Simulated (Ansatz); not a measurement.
**BGeH₅SSe: geometry optimisation**

Aim: relax BGeH₅SSe at this level.

The runs use Ansatz 0.2.0; RHF/def2-SVP.

## Step 1: Starting geometry

9 atoms, charge 0, spin multiplicity 1.

Atoms are counted from 1 here; the program's logs count them from 0.

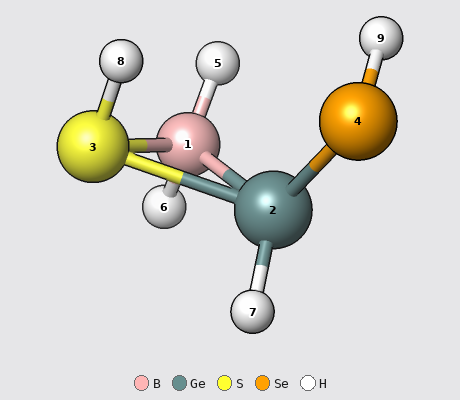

The starting geometry (boron pink, germanium teal, sulfur yellow, selenium orange, hydrogen white); atoms are numbered from 1 in the order of the file.

Geometry (Å):

```tsv
atom	x (Å)	y (Å)	z (Å)
B1	-0.26655	-0.79476	-1.10891
Ge2	0.05283	1.06108	-0.22786
S3	1.45123	-1.09970	-0.23670
Se4	-0.42575	1.57271	2.03276
H5	-1.21761	-1.39439	-0.65069
H6	-0.09299	-0.71126	-2.31067
H7	1.21811	2.04902	-0.55175
H8	0.99457	-1.42336	1.00745
H9	-1.62534	0.69425	2.02927
```

## Step 2: Relaxation

input.yaml

```yaml
crystal:
  periodic: [false, false, false]
  atoms:
    - { symbol: B, position_ang: [-0.266547, -0.794756, -1.108913] }
    - { symbol: Ge, position_ang: [0.052832, 1.061081, -0.227861] }
    - { symbol: S, position_ang: [1.451227, -1.099701, -0.236705] }
    - { symbol: Se, position_ang: [-0.425755, 1.572712, 2.032762] }
    - { symbol: H, position_ang: [-1.217609, -1.394388, -0.65069] }
    - { symbol: H, position_ang: [-0.092989, -0.71126, -2.310675] }
    - { symbol: H, position_ang: [1.218113, 2.049025, -0.551745] }
    - { symbol: H, position_ang: [0.994568, -1.423361, 1.007455] }
    - { symbol: H, position_ang: [-1.62534, 0.694248, 2.029273] }
basis:
  gaussian: { orbitals: def2-SVP }
hamiltonian:
  xc: hf
output:
  forces: true
relax:
  f_tol: 0.003
  max_steps: 120
```

Run with:

```
ansatz run input.yaml --threads 1 --pin off --max-ram 2560MiB --backend cpu --events-out ev --progress --plain --runs-dir out
```

What it wrote (excerpt; [...] marks lines left out):

```text
Warning: RAYON_NUM_THREADS=1 ignored (pool sized by the plan → 1); use --threads N
[...]
Functional definition: HF
[...]
1275 factors; integrals over basis functions are off by at most 4.2e-4 eV
[...]
mean field -133326.25861609 eV, -4899.6496323574 hartree, gradient 2.2e-5 eV, S^2 0.000000; 0 other end points of the search recorded, 0 dependent functions left out
[...]
reference -133326.25861609 eV, -4899.6496323574 hartree; 46, 46 occupied and 75, 75 virtual orbitals, 1275 factors
relax step   1: F+E_penalty+E_count = -133326.25861609 eV  Δ(F+E_penalty+E_count) = +0.000e0 eV  max|allowed force component| = 9.582e-1 eV/Å  Δτ_max = 0.0000 Å  (35 SCF iters, accepted)
[...]
relax step   3: F+E_penalty+E_count = -133326.33396234 eV  Δ(F+E_penalty+E_count) = -3.716e-2 eV  max|allowed force component| = 4.996e-1 eV/Å  Δτ_max = 0.0655 Å  (35 SCF iters, accepted)
[...]
relax step   5: F+E_penalty+E_count = -133326.34590175 eV  Δ(F+E_penalty+E_count) = -4.489e-3 eV  max|allowed force component| = 1.143e-1 eV/Å  Δτ_max = 0.0143 Å  (34 SCF iters, accepted)
[...]
relax step   7: F+E_penalty+E_count = -133326.34804773 eV  Δ(F+E_penalty+E_count) = -7.062e-4 eV  max|allowed force component| = 5.495e-2 eV/Å  Δτ_max = 0.0188 Å  (34 SCF iters, accepted)
[...]
relax step   9: F+E_penalty+E_count = -133326.34850940 eV  Δ(F+E_penalty+E_count) = -1.716e-4 eV  max|allowed force component| = 1.415e-2 eV/Å  Δτ_max = 0.0201 Å  (35 SCF iters, accepted)
[...]
relax step  10: F+E_penalty+E_count = -133326.34851392 eV  Δ(F+E_penalty+E_count) = -4.512e-6 eV  max|allowed force component| = 1.265e-2 eV/Å  Δτ_max = 0.0057 Å  (27 SCF iters, accepted)
[...]
relax step  11: F+E_penalty+E_count = -133326.34855467 eV  Δ(F+E_penalty+E_count) = -4.075e-5 eV  max|allowed force component| = 1.806e-3 eV/Å  Δτ_max = 0.0039 Å  (27 SCF iters, accepted)
1275 factors; integrals over basis functions are off by at most 3.7e-4 eV
mean field -133326.34855467 eV, -4899.6529375393 hartree, gradient 1.6e-5 eV, S^2 0.000000; 1 other end points of the search recorded, 0 dependent functions left out
[...]
reference -133326.34855467 eV, -4899.6529375393 hartree; 46, 46 occupied and 75, 75 virtual orbitals, 1275 factors
Total energy: -133326.34855467 eV, -4899.6529375393 hartree
Atom 0 at    -0.298166    -0.757233    -1.134967 Å, force     0.000376     0.000166     0.001508 eV/Å
Atom 1 at     0.119159     1.031345    -0.183303 Å, force     0.001313     0.000529     0.000219 eV/Å
Atom 2 at     1.464804    -1.091878    -0.191330 Å, force    -0.000573     0.000412     0.001487 eV/Å
Atom 3 at    -0.459955     1.609780     2.018470 Å, force     0.001806     0.001228    -0.000792 eV/Å
Atom 4 at    -1.197717    -1.402036    -0.678974 Å, force    -0.001070    -0.000732    -0.001154 eV/Å
Atom 5 at    -0.091355    -0.718840    -2.314561 Å, force    -0.000652    -0.000167    -0.000341 eV/Å
Atom 6 at     1.160759     2.076031    -0.586453 Å, force    -0.000414    -0.000186     0.000331 eV/Å
Atom 7 at     1.012053    -1.527185     0.986715 Å, force     0.000945     0.000092    -0.001154 eV/Å
Atom 8 at    -1.621082     0.733616     2.067304 Å, force    -0.001732    -0.001342    -0.000104 eV/Å
Dipole moment:    -0.121235     0.157690     0.165879 e Å
```

Run time: 63 s. Hardware: 1 thread of Arm Neoverse V1, shared host; peak memory 0.32 GiB.

The steps of the relaxation:

```tsv
step	energy from step 1 (eV)	largest force component (eV/Å)
1	0.0000	0.9582
2	-0.0382	0.5408
3	-0.0753	0.4996
4	-0.0828	0.2747
5	-0.0873	0.1143
6	-0.0887	0.0835
7	-0.0894	0.0550
8	-0.0897	0.0201
9	-0.0899	0.0141
10	-0.0899	0.0126
11	-0.0899	0.0018
```

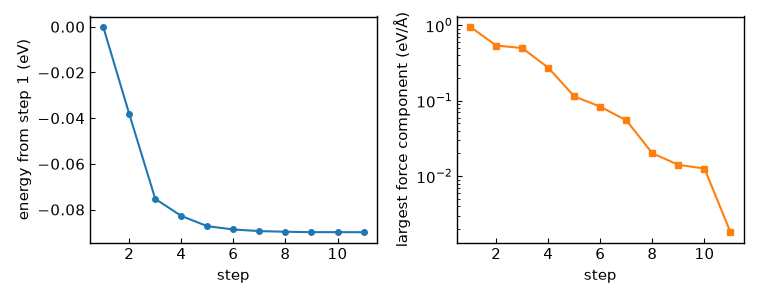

Energy and force, step by step.

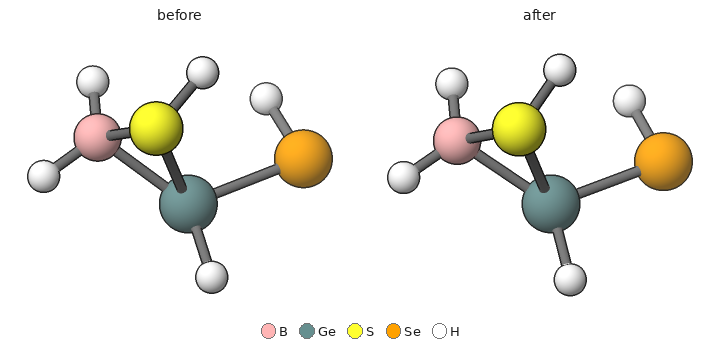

The geometry before (left) and after (right).

Distances of close pairs at the start and the end, largest changes first:

```tsv
bond	before (Å)	after (Å)	change (Å)
B1–S3	1.951	2.027	+0.077
Ge2–S3	2.574	2.514	-0.060
Ge2–H7	1.562	1.529	-0.032
Se4–H9	1.487	1.455	-0.031
S3–H8	1.364	1.335	-0.029
B1–H6	1.217	1.198	-0.019
Ge2–Se4	2.367	2.349	-0.018
B1–H5	1.214	1.197	-0.017
```

## Step 3: Summary of results

| quantity | value |
| --- | --- |
| energy gained | 0.0899 eV |
| root mean square move | 0.064 Å |
| dipole moment | 1.24 D |

In words: Bond lengths: B1–Ge2 2.069 Å, B1–S3 2.027 Å, B1–H5 1.197 Å, B1–H6 1.198 Å, Ge2–S3 2.514 Å, Ge2–Se4 2.349 Å, Ge2–H7 1.529 Å, S3–H8 1.335 Å, Se4–H9 1.455 Å. Angles: Ge2–B1–S3 75.7°, Ge2–B1–H5 116.2°, Ge2–B1–H6 113.0°, S3–B1–H5 112.8°, S3–B1–H6 108.3°, H5–B1–H6 121.5°, B1–Ge2–S3 51.4°, B1–Ge2–Se4 126.5°, B1–Ge2–H7 127.4°, S3–Ge2–Se4 110.1°, S3–Ge2–H7 102.2°, Se4–Ge2–H7 104.3°, B1–S3–Ge2 52.9°, B1–S3–H8 99.8°, Ge2–S3–H8 95.2°, Ge2–Se4–H9 94.6°. No frequencies were computed here.
